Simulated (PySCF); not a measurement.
CH$_{14}$Si$_{5}$: NMR shielding calculation

System: CH$_{14}$Si$_{5}$, SMILES C[SiH2][Si]([SiH3])([SiH3])[SiH3].
Method: GIAO PBE0/pcSseg-1 NMR shielding, non-relativistic, IEF-PCM chloroform (PySCF 2.14.0).

The geometry comes from this level: PBE0-D3(BJ)/def2-SVP. It belongs to a series of runs on one base structure; here: solvent chloroform. Figures and captions count atoms from 1; the log counts them from 0 in places.

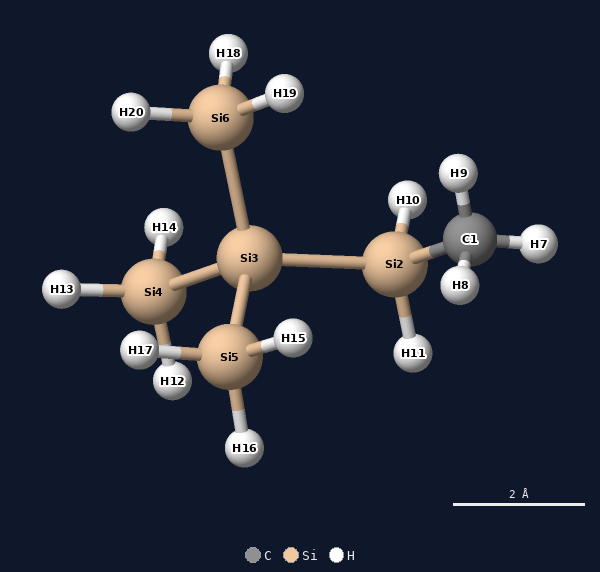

The input geometry (ball-and-stick view, seen at a tilt; atoms are numbered from 1 in the order of the input).

## The input
```
{"job": {"kind": "nmr", "xc": "PBE0", "basis": "pcSseg-1", "solvent": "chloroform", "pop": true}, "charge": 0, "multiplicity": 1}
C     -2.499013     1.298924     0.466859
Si    -1.836456    -0.257246    -0.363423
Si     0.488892    -0.387197    -0.090937
Si     1.366363    -2.283374    -1.145478
Si     1.474824     1.536714    -0.990956
Si     0.971924    -0.476937     2.199495
H     -3.586924     1.385081     0.321699
H     -2.022998     2.198982     0.048853
H     -2.295722     1.276857     1.548385
H     -2.463453    -1.477431     0.238189
H     -2.157590    -0.252785    -1.826453
H      1.043351    -2.253223    -2.605865
H      2.852663    -2.334270    -0.983786
H      0.775309    -3.520528    -0.547296
H      0.885006     2.758003    -0.357036
H      1.233406     1.605419    -2.465919
H      2.950225     1.539799    -0.744752
H      0.413953    -1.731577     2.793753
H      0.356385     0.693702     2.900788
H      2.448944    -0.448149     2.434244
```

The first line tells a small driver script what to run in PySCF; the rest is the geometry in Å.

Command:
```bash
OMP_NUM_THREADS=1 python <driver script> task.json out
```

## What the program printed
```
coarse grid: 17888 points
cycle   1  E = -1493.2168592985  dE = -3.472e-01  |g| = 3.113e-01  |ddm| = 3.852e+00
cycle   2  E = -1493.2131680817  dE =  3.691e-03  |g| = 3.257e-01  |ddm| = 5.441e-01
cycle   3  E = -1493.2408805159  dE = -2.771e-02  |g| = 3.348e-02  |ddm| = 3.031e-01
cycle   4  E = -1493.2411651381  dE = -2.846e-04  |g| = 7.029e-03  |ddm| = 4.094e-02
cycle   5  E = -1493.2411751005  dE = -9.962e-06  |g| = 1.981e-03  |ddm| = 1.305e-02
final grid: 146048 points
cycle   6  E = -1493.2722857922  dE = -1.703e-05  |g| = 4.917e-03  |ddm| = 1.983e-02
cycle   7  E = -1493.2722834766  dE =  2.316e-06  |g| = 5.493e-03  |ddm| = 9.583e-03
cycle   8  E = -1493.2722914621  dE = -7.985e-06  |g| = 4.287e-04  |ddm| = 5.279e-03
cycle   9  E = -1493.2722914956  dE = -3.350e-08  |g| = 6.590e-05  |ddm| = 4.035e-04
cycle  10  E = -1493.2722914966  dE = -1.074e-09  |g| = 1.948e-05  |ddm| = 1.263e-04
cycle  11  E = -1493.2722914968  dE = -1.364e-10  |g| = 5.059e-06  |ddm| = 4.080e-05
```

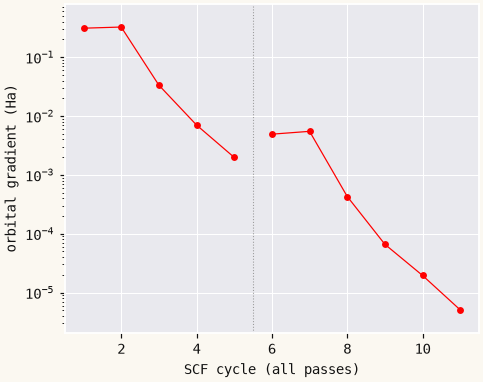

Convergence of the self-consistent field: orbital gradient against the SCF cycle. The dotted line marks the change from a coarse to the final integration grid. The first 5 cycles use a coarse grid, the final grid takes over at cycle 6, and the field converges after 11 cycles in all.

```
converged SCF energy = -1493.2722914968

GIAO shielding tensors (ppm)
atom      isotropic    diamagn.    paramagn.     s11        s22        s33       span
  0 C      193.603     254.674     -61.071    187.096    196.217    197.496     10.400
  1 Si     414.549     881.801    -467.252    384.987    402.665    455.993     71.006
  2 Si     508.521     885.032    -376.511    500.834    508.409    516.320     15.486
  3 Si     451.244     880.629    -429.384    441.620    442.039    470.075     28.455
  4 Si     452.750     881.268    -428.518    439.630    448.211    470.408     30.778
  5 Si     452.438     881.233    -428.794    439.186    447.665    470.465     31.278
  6 H       30.671      27.699       2.972     25.296     27.085     39.632     14.337
  7 H       30.947      31.908      -0.961     25.435     30.130     37.277     11.842
  8 H       30.945      31.687      -0.743     25.546     29.945     37.343     11.797
  9 H       27.214      30.657      -3.443     23.463     25.777     32.401      8.939
 10 H       27.207      30.637      -3.430     23.380     25.803     32.439      9.059
 11 H       27.561      29.377      -1.815     23.899     25.501     33.284      9.385
 12 H       27.565      29.343      -1.778     23.937     25.429     33.330      9.392
 13 H       27.566      29.389      -1.823     23.906     25.508     33.285      9.379
 14 H       27.513      30.222      -2.709     23.655     26.171     32.714      9.059
 15 H       27.558      29.933      -2.375     24.116     25.231     33.328      9.211
 16 H       27.588      29.890      -2.302     23.956     25.392     33.414      9.458
 17 H       27.561      29.908      -2.347     24.110     25.258     33.314      9.203
 18 H       27.520      30.172      -2.652     23.658     26.175     32.726      9.067
 19 H       27.584      29.828      -2.244     23.952     25.381     33.419      9.467
```

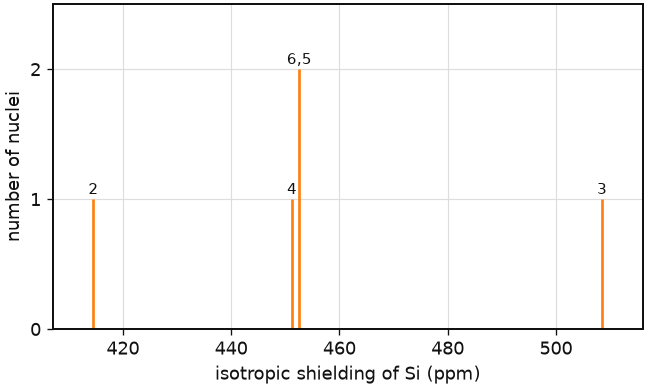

Isotropic shieldings of the silicon nuclei in this fixed geometry, labelled by atom number; shielding grows to the right, so chemical shift grows to the left. The least shielded is Si2 (414.5 ppm), the most shielded Si3 (508.5 ppm).

## Results in brief

| quantity | value |
| --- | --- |
| outcome | converged |
| total energy | −1493.272291 hartree |
| HOMO | −7.71 eV |
| LUMO | −0.09 eV |
| dipole moment | 1.02 D |
| isotropic shielding, C | 193.6 ppm |
| isotropic shielding, Si | 414.5 to 508.5 ppm |
| isotropic shielding, H | 27.2 to 30.9 ppm |
| hardware | 1 CPU thread, shared host |
| wall time | 28 s |
| peak memory | 1.2 GiB |
